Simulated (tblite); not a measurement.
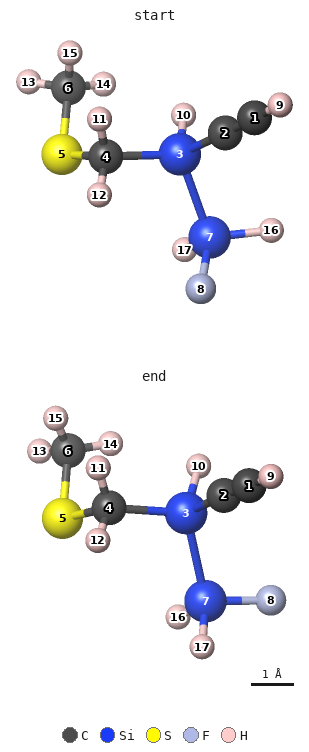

The structure of C$_{4}$H$_{9}$FSSi$_{2}$ before (top) and after (bottom) a relaxation, at one scale.

A ball-and-stick model, seen from a free direction.

Method: tblite, GFN2-xTB geometry optimisation, gas phase. 

Describe what moved and what it gained.

F8 moves most after the best rigid fit: 2.60 Å. Largest moves by element: F 2.60 Å, H 2.57 Å, C 0.34 Å, Si 0.16 Å, S 0.08 Å. Near-neighbour distances that change, for instance: Si3–Si7 2.234 → 2.310 Å, C6–H15 1.141 → 1.087 Å, Si3–C4 1.863 → 1.915 Å, Si7–F8 1.667 → 1.616 Å. Among the angles between lasting bonds that change: Si3–Si7–H16 105.1° → 116.7°, C4–S5–C6 110.1° → 100.1°, F8–Si7–H17 113.1° → 103.2°. Groups turn about Si3–Si7 by about 135°. After 277 geometry steps the energy has fallen by 15.4 kcal/mol. The run took 4.1 s on 1 thread of Arm Neoverse N1 (shared host).
